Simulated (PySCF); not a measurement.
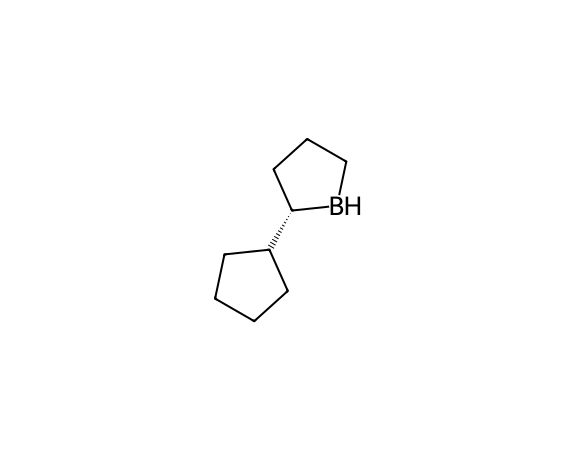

Skeletal drawing of a molecule.

Give its SMILES.

B1CCC[C@H]1C1CCCC1

What is the molecular formula?

C9H17B.

An optimisation with PBE0-D3(BJ)/def2-SVP gave a structure of which point group?

C1.

More results for the same structure follow; atom numbers are the same in all pictures, views and colours differ. The geometry was computed by an optimisation with PBE0-D3(BJ)/def2-SVP. No frequency run is at hand to confirm it as a minimum.

**Geometry**

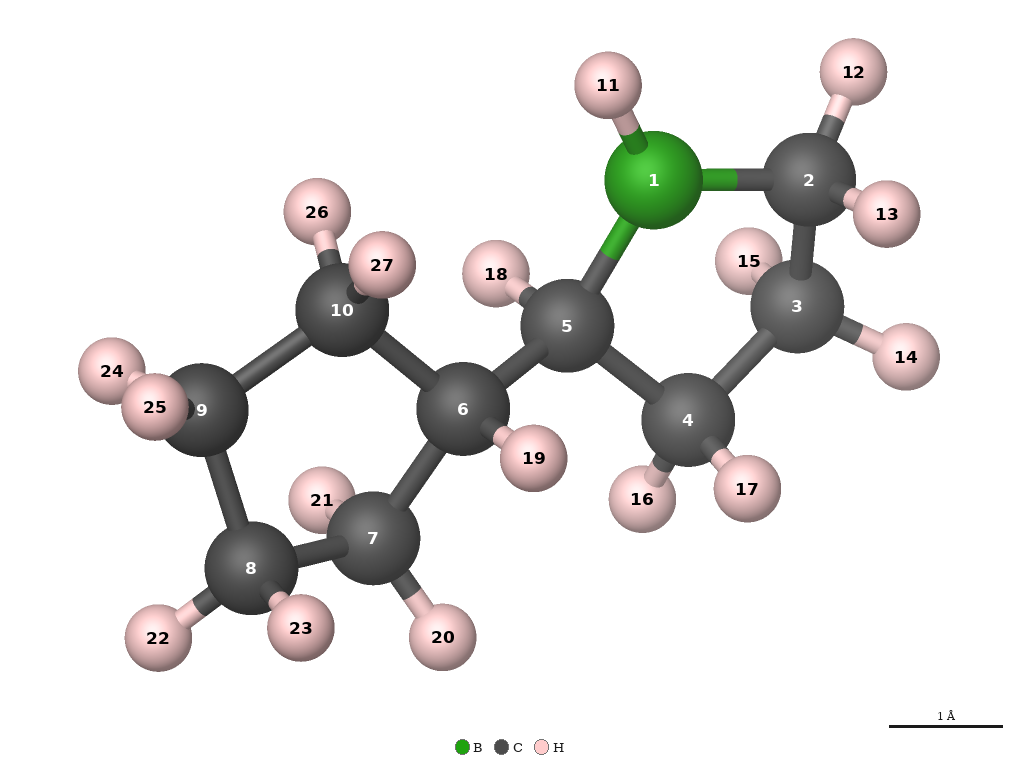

Numbered structure. No frequency run is at hand to confirm it as a minimum.

Give the bond lengths. Leave out bonds to hydrogen.

```tsv
bond	length (Å)	order
B1–C2	1.566	single
B1–C5	1.571	single
C2–C3	1.535	single
C3–C4	1.530	single
C4–C5	1.538	single
C5–C6	1.521	single
C6–C7	1.533	single
C6–C10	1.544	single
C7–C8	1.523	single
C8–C9	1.533	single
C9–C10	1.545	single
```

**Dipole moment**

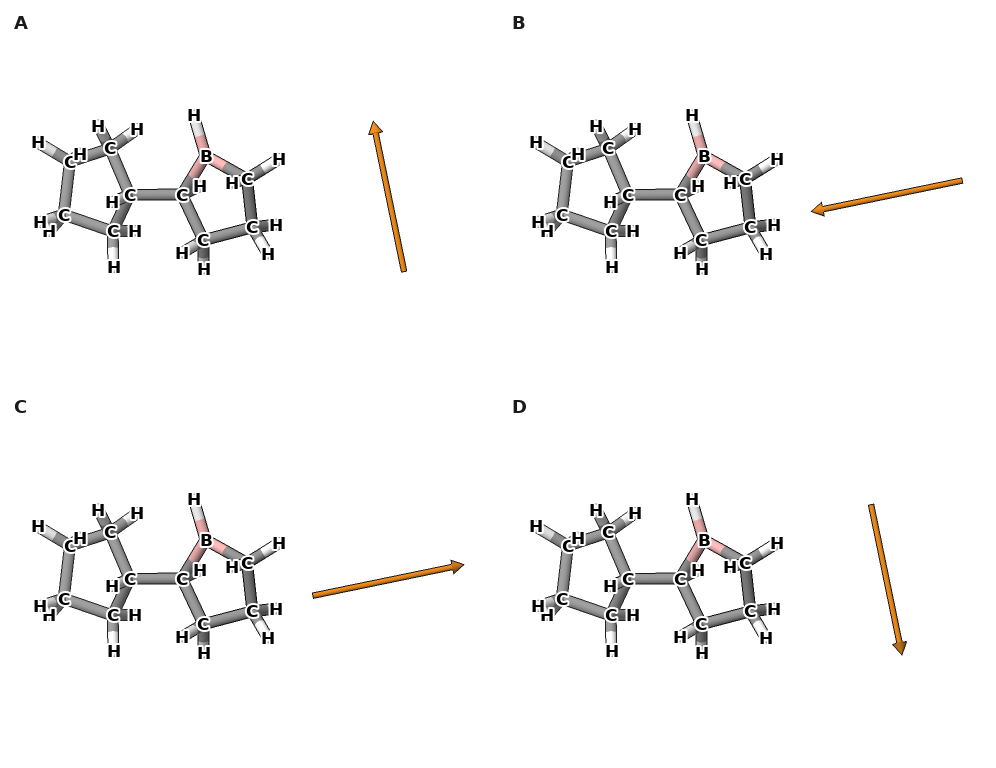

The same molecule four times, each with an arrow. No frequency run is at hand to confirm it as a minimum. Method: PBE0/pcSseg-1, gas phase (PySCF 2.14.0).

Which arrow points along the dipole moment, from the negative to the positive end?

D. The dipole moment is 0.34 D.

**Charges**

The questions are on Hirshfeld charges. No frequency run is at hand to confirm it as a minimum. Method: PBE0/pcSseg-1, gas phase (PySCF 2.14.0).

Which atom carries the highest charge (most positive or least negative)?

B1 (0.17 e).

And the lowest?

C2 (−0.14 e).

Give the Hirshfeld charges atom by atom.

```tsv
atom	value (e)
B1	0.17
C2	−0.14
C3	−0.07
C4	−0.07
C5	−0.09
C6	−0.02
C7	−0.07
C8	−0.07
C9	−0.07
C10	−0.07
H11	−0.06
H12	0.04
H13	0.05
H14	0.03
H15	0.03
H16	0.03
H17	0.03
H18	0.04
H19	0.03
H20	0.04
H21	0.03
H22	0.04
H23	0.03
H24	0.03
H25	0.04
H26	0.03
H27	0.03
```

**NMR shielding**

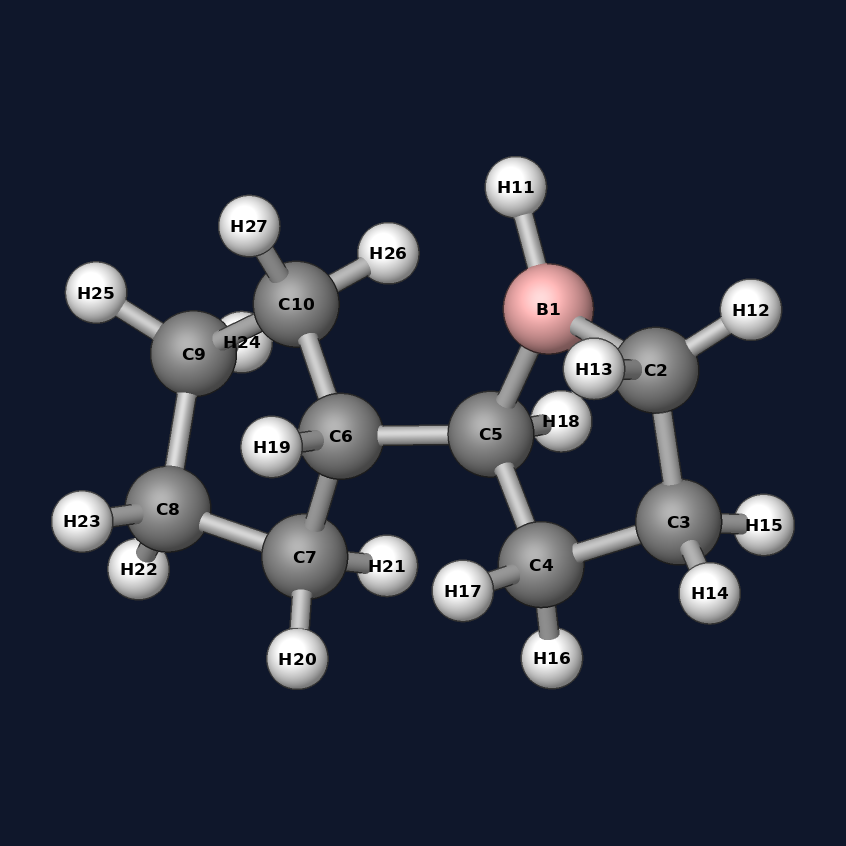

No frequency run is at hand to confirm it as a minimum. Method: GIAO KT2/pcSseg-1 NMR shielding, non-relativistic, gas phase (PySCF 2.14.0). Principal shieldings σ11 ≤ σ22 ≤ σ33, span Ω = σ33 − σ11, skew κ = 3(σiso − σ22)/Ω.

Give the shielding tensors of the B atoms.

| atom | σ11 | σ22 | σ33 | σiso | Ω | κ |
| --- | --- | --- | --- | --- | --- | --- |
| B1 | −50.5 | −11.6 | 110.5 | 16.1 | 161.1 | 0.52 |

Shieldings and span in ppm.
